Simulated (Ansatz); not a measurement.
**BFH₂In (doublet): density, localisation and related maps**

Input file:

```
crystal:
  periodic: [false, false, false]
  atoms:
    - { symbol: F, position_ang: [0.1787, -1.87958, 1.34109] }
    - { symbol: B, position_ang: [1.0629, -0.97851, 1.14329] }
    - { symbol: In, position_ang: [-0.01251, 0.56227, -0.37816] }
    - { symbol: H, position_ang: [-1.44302, -0.04621, -1.36945] }
    - { symbol: H, position_ang: [0.21394, 2.34203, -0.73678] }
magnetization:
  spin_polarized: true
  initial_magnetization: 1
basis:
  gaussian: { orbitals: def2-SVP }
hamiltonian:
  xc: { name: BHLYP }
relax:
  f_tol: 0.015
  max_steps: 40
output:
  orbitals: {}
```

Launched as:

```sh
ansatz run input.yaml --threads 1 --pin off --max-ram 2048MiB --backend cpu --events-out ev --progress --plain --runs-dir out
```

The fields are those of the run's last geometry, not of the input's.

Core potentials replace the inner electrons of In.

Computed with UKS BHLYP/def2-SVP (Ansatz 0.2.0).

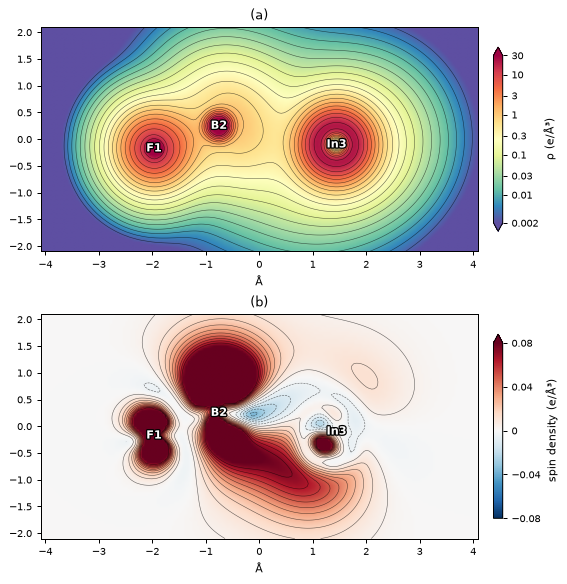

Figure 1. (a) electron density; (b) spin density (α minus β) on the plane of atoms F1, B2 and In3.

### Read the bonding off the picture.

- Atoms in the plane: F, B and In.
- B–F (1.28 Å): the density is about 2.5 e/Å³ at the midpoint.
- In–B (2.23 Å): ρ is about 0.54 e/Å³ halfway.
- The unpaired spin (1 electron) lies mostly on B2 (about 0.5), In3 (about 0.4) and F1 (about 0.1), in electrons by Hirshfeld's partition.

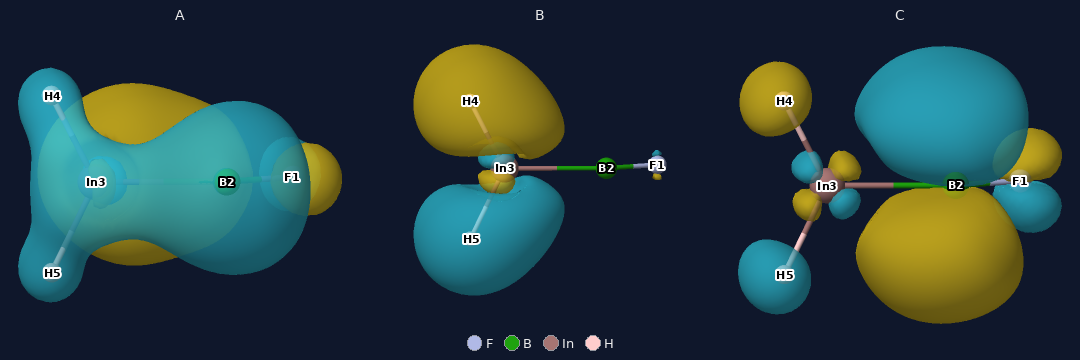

Figure 2. Three frontier orbitals at ±0.08 Å⁻³ᐟ² (yellow and cyan are the two phases), in no order.

### Which picture is the HOMO−1, the HOMO and the LUMO? All are α orbitals.

B is the HOMO−1 (α) (−9.39 eV). It lies mainly on In3 (about 40 %), H4 (about 30 %) and H5 (about 30 %). A is the HOMO (α) (−5.85 eV). Its weight (Hirshfeld) is mainly on B2 (about 50 %), In3 (about 40 %) and F1 (about 10 %). C is the LUMO (α) (−0.54 eV). Its weight (Hirshfeld) is mainly on B2 (about 65 %), In3 (about 20 %) and F1 (about 10 %).

### What is the gap between the highest occupied and lowest empty α orbitals?

5.31 eV between the orbital energies.

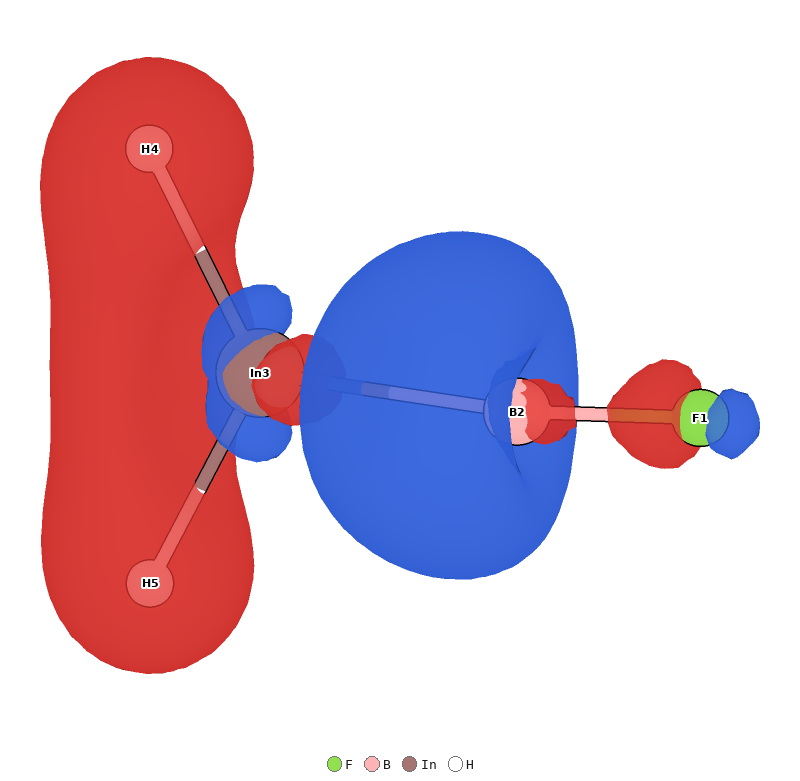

Figure 3. The HOMO−1 (β) at ±0.15 Å⁻³ᐟ² (red and blue are the two phases), seen at an oblique angle.

### Where does this orbital lie, and at what energy?

It lies mainly on B2 (about 40 %), In3 (about 35 %), H4 (about 10 %) and H5 (about 10 %). Its energy is −9.80 eV.
